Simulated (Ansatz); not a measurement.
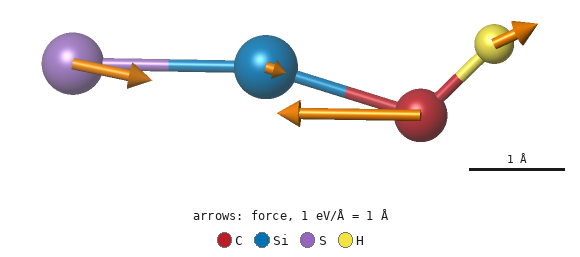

Starting geometry of CHSSi (charge −1) with the computed forces as orange arrows. Style: ball-and-stick. Shown at a tilt.

The run prepares the start of a later molecular dynamics calculation, from a guessed geometry.

Method: Ansatz, RKS LDA/def2-SVP.

Input
```yaml
crystal:
  periodic: [false, false, false]
  atoms:
    - { symbol: C, position_ang: [0.75577, 0.95195, 0.06208] }
    - { symbol: Si, position_ang: [-0.19796, -0.46183, -0.05277] }
    - { symbol: S, position_ang: [-0.8155, -2.3938, -0.30181] }
    - { symbol: H, position_ang: [0.25769, 1.90369, 0.2925] }
total_charge: -1
basis:
  gaussian: { orbitals: def2-SVP }
hamiltonian:
  xc: lda
relax:
  f_tol: 0.02
  max_steps: 40
output:
  orbitals: {}
```

Run as
```bash
ansatz run input.yaml --threads 1 --pin off --max-ram 2048MiB --backend cpu --events-out ev --progress --plain --runs-dir out
```

Q: What follows when this structure is relaxed?

A: It isn't relaxed: the largest force vector, on C1, is 1.52 eV/Å. The final displacements follow the starting forces only in part (cosine between the two patterns 0.30). Over 6 accepted moves (7 points after the start) the energy falls by 0.098 eV. The largest force component goes from 1.4 to 0.0023 eV/Å. The line search rejected the trial step at point 4 of the run. H4 moves most after the best rigid fit: 0.19 Å. By element the largest moves are H 0.19 Å, C 0.16 Å, Si 0.12 Å, S 0.10 Å. Among the contacts that change: C1–Si2 1.709 → 1.657 Å, Si2–S3 2.043 → 2.008 Å, C1–H4 1.099 → 1.103 Å. Bond angles that change, for instance: Si2–C1–H4 118.5° → 137.1°, C1–Si2–S3 163.5° → 157.5°.

Limits of the set-up: the basis has no diffuse functions, which an anion needs.
